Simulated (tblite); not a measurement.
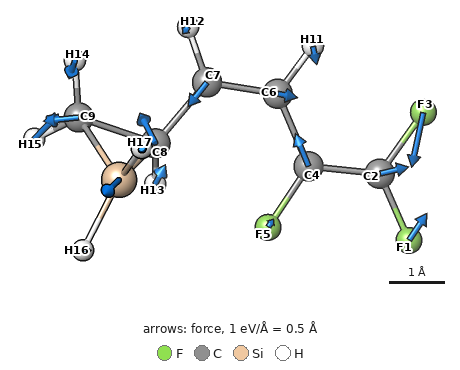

Starting geometry of C$_{6}$H$_{7}$F$_{3}$Si with the computed forces as blue arrows. A ball-and-stick model, seen at a tilt.

All numbers below come from GFN2-xTB geometry optimisation, gas phase in tblite 0.8.0. 

What follows when this structure is relaxed?

It isn't relaxed: the largest force vector, on an F atom, is 2.12 eV/Å. The final displacements have little in common with the starting forces (cosine between the two patterns 0.18). After 91 geometry steps the energy has fallen by 0.708 eV. The largest move after the best rigid fit is that of an H atom, 0.63 Å. By element the largest moves are H 0.63 Å, F 0.61 Å, Si 0.46 Å, C 0.32 Å. Among the contacts that change: C–Si 1.861 → 1.936 Å, C–F 1.389 → 1.334 Å, C–H 1.133 → 1.081 Å, C–C 1.472 → 1.438 Å. Bond angles that change, for instance: F–C–F 120.9° → 110.7°, C–C–C 111.3° → 119.2°, C–C–C 121.1° → 128.4°. Groups turn about C–C by about 25°.
